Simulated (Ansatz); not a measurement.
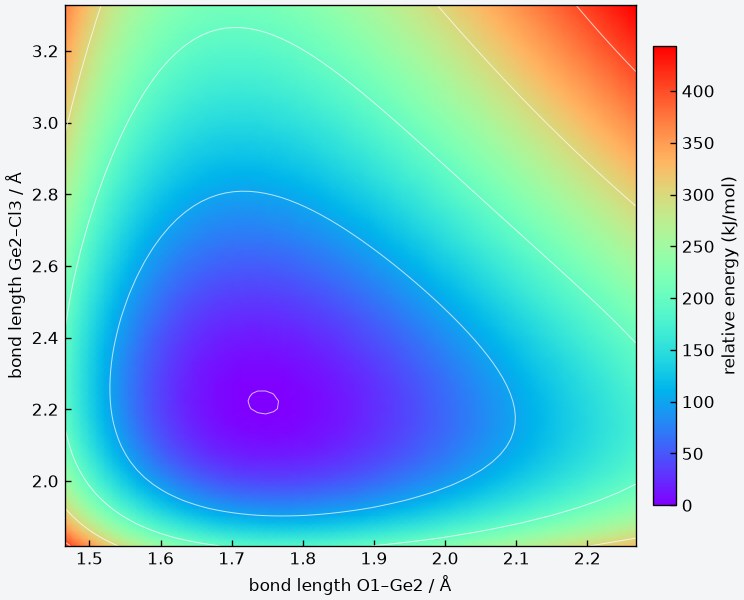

ClGeHO, SMILES [OH][Ge][Cl]. First axis: bond length O1–Ge2. Second axis: bond length Ge2–Cl3. Nothing is relaxed (all other coordinates rigid). The grid has 15 × 15 points. Points are written as (first, second). All energies are given in kJ/mol relative to the lowest grid point. The reference is spin-restricted, which grows unreliable where a bond is stretched far. These are results of RHF/def2-TZVP in Ansatz, not measurements.

In the figure: a smooth colour map with a few white contour lines. Between grid points the surface is interpolated.

The lowest grid point is at (1.752 Å, 2.250 Å). No other kind of well shows on this grid. The highest grid point, (2.268 Å, 3.328 Å), lies 444 kJ/mol above the lowest. Round the minimum the two coordinates are weakly coupled (coupling 0.10 in units of the two stiffnesses).

The level of theory is changed to Ansatz, RKS PBE0-D4/def2-TZVP; with it change the reference geometry, relaxed at the new level; the new grid has 13 × 13 points, laid about the new relaxed structure.

### What will the new map look like?

The minimum (interpolated where it lies between grid points) moves from about (1.744 Å, 2.218 Å) to about (1.772 Å, 2.212 Å). The curvature at the minimum changes from about 30 to 25 eV/Å² along bond length O1–Ge2 and by less than a tenth (about 13) eV/Å² along bond length Ge2–Cl3.

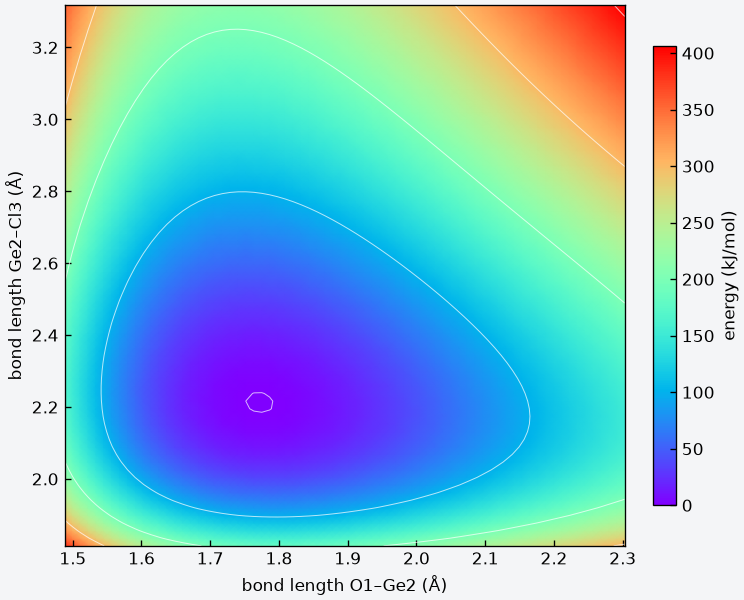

The map after the change, on a colour scale of its own. The picture shows a smooth colour map with a few white contour lines. Between grid points the surface is interpolated.
